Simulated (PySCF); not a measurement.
**CISD/STO-6G run of SO2 (SMILES O=S=O)**

What is the vertical singlet–triplet gap of SO2 at CISD/STO-6G? Input form: a Python script.

The calculation is run with PySCF 2.14.0.

20 further runs of the same task are left out: 9 that didn't finish, 11 set aside as unsound or not needed.

**1. The molecule**

The species is SO2 (3 atoms), meant as a singlet with charge 0. SMILES: `O=S=O`. Geometry: relaxed at GFN2-xTB.

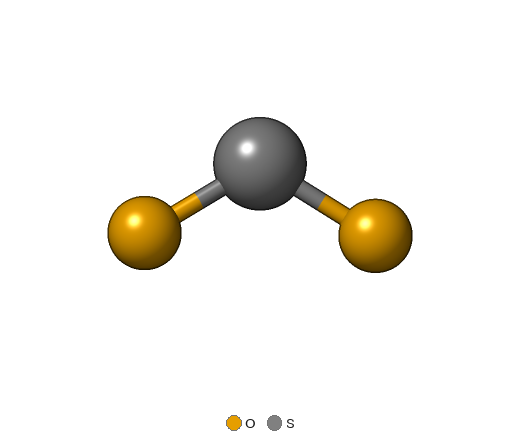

Viewed from a chosen angle; oxygen amber, sulfur grey.

**2. The energy at CISD/STO-6G**

Contents of run.py:

```python
# O=S=O
from pyscf import gto, ci

system = gto.M(
    atom='O -0.970250 0.629650 -0.459050; S 0.280030 0.371410 0.194090; O 0.690220 -1.001060 0.264960',
    max_memory=1860,
    verbose=3,
    charge=0,
    basis='sto-6g',
)

calc0 = system.RHF()
calc0.conv_tol = 1e-10
calc0.kernel()
if not calc0.converged:
    calc0 = calc0.newton().run(calc0.mo_coeff, calc0.mo_occ)

cisd = ci.CISD(calc0, frozen=7)
cisd.kernel()
e_tot = cisd.e_tot
print(f'total energy: {e_tot:.8f} hartree')
```

The run is started by

```bash
OMP_NUM_THREADS=1 python run.py
```

What it wrote:

```text
converged SCF energy = -545.028339013627
E(RCISD) = -545.2094605854575  E_corr = -0.1811215718300049
total energy: -545.20946059 hartree
```

It took 1.1 s on 1 thread of Arm Neoverse V1, shared host; peak memory 0.12 GiB.

**3. The triplet, same level**

Contents of run.py:

```python
from pyscf import gto, scf, ci

mol = gto.Mole()
mol.atom = [
    ('O', (-0.970250, 0.629650, -0.459050)),
    ('S', (0.280030, 0.371410, 0.194090)),
    ('O', (0.690220, -1.001060, 0.264960)),
]
mol.basis = 'sto-6g'
mol.verbose = 4
mol.spin = 2
mol.max_memory = 1860
mol.build()

myscf = scf.UHF(mol)
myscf.conv_tol = 1e-10
myscf.kernel()
if not myscf.converged:
    myscf = myscf.newton().run(myscf.mo_coeff, myscf.mo_occ)

cisd = ci.CISD(myscf, frozen=7)
cisd.kernel()
e_tot = cisd.e_tot
print(f'total energy: {e_tot:.8f} hartree')
```

The run is started by

```bash
OMP_NUM_THREADS=1 python run.py
```

What it wrote:

```text
PySCF version 2.14.0

[INPUT] num. atoms = 3
[INPUT] num. electrons = 32
[INPUT] charge = 0
[INPUT] spin (= nelec alpha-beta = 2S) = 2
[INPUT] symmetry False subgroup None
[INPUT] Mole.unit = angstrom
[INPUT] Symbol           X                Y                Z      unit          X                Y                Z       unit  Magmom
[INPUT]  1 O     -0.970250000000   0.629650000000  -0.459050000000 AA   -1.833506772359   1.189866054332  -0.867478777482 Bohr   0.0
[INPUT]  2 S      0.280030000000   0.371410000000   0.194090000000 AA    0.529180006662   0.701863179925   0.366776943517 Bohr   0.0
[INPUT]  3 O      0.690220000000  -1.001060000000   0.264960000000 AA    1.304326765697  -1.891729234257   0.500701833965 Bohr   0.0

nuclear repulsion = 108.356578936616
number of shells = 11
number of NR pGTOs = 114
number of NR cGTOs = 19
basis = sto-6g
ecp = {}

[... 20 lines left out ...]
WARN: HOMO -0.0641321714398265 >= LUMO -0.293668971194538
[... 62 lines left out ...]
converged SCF energy = -544.999567795264  <S^2> = 2.0525766  2S+1 = 3.0348487
[... 1 line left out ...]
******** <class 'pyscf.ci.ucisd.UCISD'> ********
CISD nocc = (np.int64(10), np.int64(8)), nmo = (12, 12)
frozen orbitals 7
max_cycle = 50
direct = 0
conv_tol = 1e-09
max_cycle = 50
max_space = 12
lindep = 0
nroots = 1
Init t2, MP2 energy = -0.123684687300046
UCISD converged
E(UCISD) = -545.1396389254361  E_corr = -0.1400711301723299
total energy: -545.13963893 hartree
```

Run time: 0.99 s. Hardware: 1 thread of Arm Neoverse V1, shared host; peak memory 0.1 GiB.

**4. Outcome**

Level: CISD/STO-6G, 7 core orbitals frozen.

```
                                                           quantity          value
                                              singlet: total energy  -545.20946 Eh
                      singlet: dipole moment (Hartree–Fock density)         1.96 D
                       singlet: HOMO energy (Hartree–Fock orbitals)       -7.78 eV
                       singlet: LUMO energy (Hartree–Fock orbitals)        4.45 eV
                     singlet: HOMO–LUMO gap (Hartree–Fock orbitals)       12.23 eV
               singlet: correlation energy (7 core orbitals frozen)     -181.1 mEh
                                              triplet: total energy  -545.13964 Eh
                      triplet: dipole moment (Hartree–Fock density)         1.42 D
triplet: HOMO energy (Hartree–Fock orbitals) (highest over α and β)       -6.95 eV
 triplet: LUMO energy (Hartree–Fock orbitals) (lowest over α and β)        4.44 eV
               triplet: correlation energy (7 core orbitals frozen)     -140.1 mEh
                         triplet: ⟨S²⟩ of the reference determinant          2.053
                   vertical energy of the triplet above the singlet       1.900 eV
```

In words: At this shape the triplet lies 1.90 eV (183 kJ/mol) above the singlet. In a minimal basis such a difference can be off by several eV, whatever the method. Mulliken charges (singlet) of the mean-field density run from -0.46 on O1 to +0.92 on S2.
